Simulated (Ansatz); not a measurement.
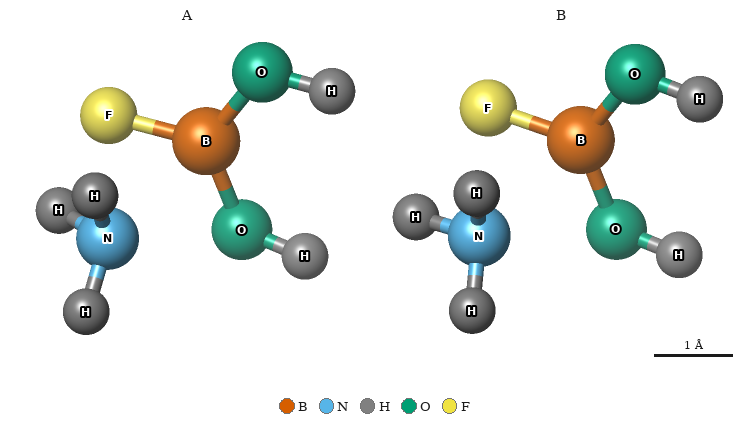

Two geometries of BNH5O2F, drawn at one scale. One is the start of a relaxation, the other its converged end. Style: ball-and-stick. Shown from a free direction.

Level of theory: RHF/6-31G* (Ansatz 0.2.0). (no spin polarisation; force threshold 0.03 eV/Å; at most 50 steps)

Question: Which geometry has the lower energy?

Answer: Structure B is the relaxed one. The run prepares an end point of a later path (reaction) calculation, from a guessed geometry. After 7 geometry steps the energy has fallen by 6.10 kJ/mol. The largest force component goes from 1.1 to 0.02 eV/Å. The largest move after the best rigid fit is that of an H atom, 0.29 Å. Largest moves by element: H 0.29 Å, F 0.23 Å, B 0.06 Å, N 0.06 Å, O 0.04 Å. Some distances before and after: H–N 1.027 → 1.003 Å.

Limits of the set-up: Hartree-Fock leaves out electron correlation.
